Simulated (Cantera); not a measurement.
A closed system holds: 1 mol Fe2O3, a varied amount of CH4, 0.04 mol CO, at 1102 °C and 0.0590 bar.

Method: chemical equilibrium by Gibbs-energy minimisation in Cantera with the NASA 1993 tables (ideal gas, pure condensed phases). Candidate condensed phases: C, C6H6, C7H8, C8H18, Fe, Fe(CO)5, FeO, Fe(OH)2, Fe(OH)3, Fe2O3, Fe3O4, H2O; 114 gas species. Mutual solubility and eutectic melting of coexisting phases are not modelled. The tables' stoichiometric FeO is somewhat more stable than real wüstite, so its field is too wide. FeO: taken at fixed stoichiometry. Condensed phases not in the tables: cementite and carbon dissolved in iron. Rates play no part.

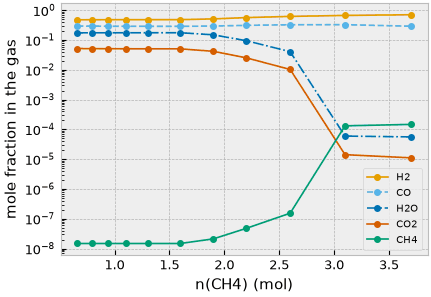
Figure. Equilibrium gas composition (values under 1e-9 drawn at 1e-9)

Task: Read off the mole fractions at 1.6 mol CH4.

Result: H2 about 0.48, CO about 0.29, H2O about 0.18, CO2 about 0.051, CH4 about 1.5e-8.
